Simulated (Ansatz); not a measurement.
```cif
data_structure
_symmetry_space_group_name_H-M 'P 1'
_symmetry_Int_Tables_number 1
_cell_length_a 5.3049
_cell_length_b 5.3392
_cell_length_c 6.0997
_cell_angle_alpha 90.000
_cell_angle_beta 115.575
_cell_angle_gamma 90.000
_cell_volume 155.84
loop_
_atom_site_label
_atom_site_type_symbol
_atom_site_fract_x
_atom_site_fract_y
_atom_site_fract_z
_atom_site_occupancy
Sc1 Sc 0.07473 0.42948 0.67704 1
Sc2 Sc 0.92527 0.92948 0.32296 1
Sc3 Sc 0.60113 0.98774 0.67682 1
Sc4 Sc 0.39887 0.48774 0.32318 1
N1 N 0.75645 0.70863 0.51292 1
N2 N 0.24355 0.20863 0.48708 1
F1 F 0.94085 0.20850 0.88410 1
F2 F 0.05915 0.70850 0.11590 1
F3 F 0.41755 0.45692 0.99950 1
F4 F 0.58245 0.95692 0.00050 1
F5 F 0.71204 0.20872 0.42340 1
F6 F 0.28796 0.70872 0.57660 1
```

Space group P2₁; a generated structure, not necessarily the stable one; changed on purpose from its base cell (volume × 0.94, shape and atoms relaxed); computed pressure about 4 GPa in this cell.

All numbers below come from DFT PBE, scalar-relativistic, plane waves, PAW in Ansatz.

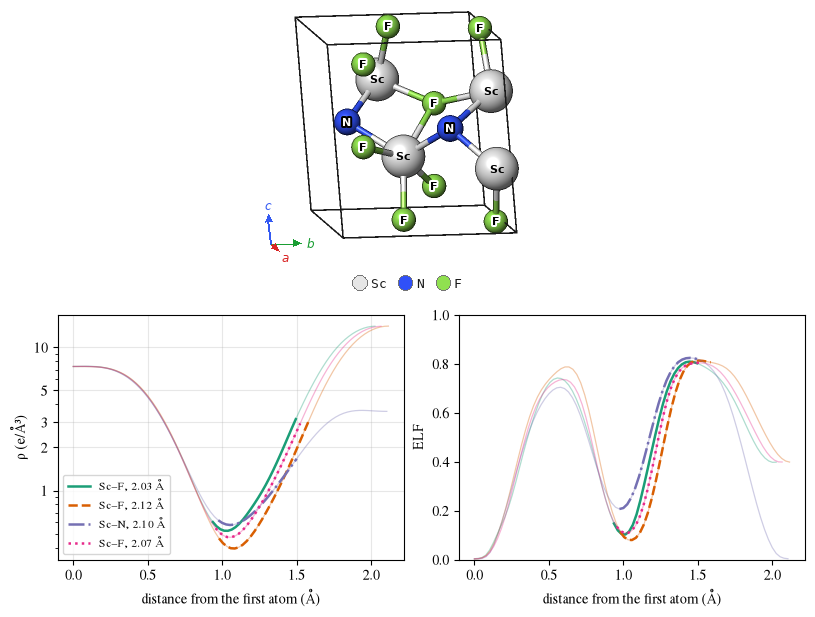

Sc$_{2}$NF$_{3}$. Valence pseudo-density and ELF along straight lines between neighbouring atoms. Thin, pale parts lie inside the atomic spheres. The structure is drawn too.

In a PAW calculation such maps are meaningful between the atoms, not at the nuclei.

Question: Compare the contacts.

Answer: Sc–F (2.03 Å): ρ is about 0.52 e/Å³ halfway; the ELF peaks at about 0.80 in the valence shell of F, 0.6 Å from its nucleus, and drops to about 0.10 between the two atoms; no localised pair shows between them.
Sc–F (2.12 Å): the density is about 0.4 e/Å³ at the midpoint; the ELF peaks at about 0.80 in the valence shell of F, 0.6 Å from its nucleus, and drops to about 0.10 between the two atoms (no shared electron pair shows on this line).
Sc–N (2.10 Å): the density is about 0.57 e/Å³ at the midpoint; the ELF peaks at about 0.80 in the valence shell of N, 0.7 Å from its nucleus, and is about 0.25 at the midpoint: no localised pair shows between them.
Sc–F (2.07 Å): the density is about 0.47 e/Å³ at the midpoint; the ELF peaks at about 0.80 in the valence shell of F, 0.6 Å from its nucleus, and drops to about 0.10 between the two atoms; no shared electron pair shows on this line.
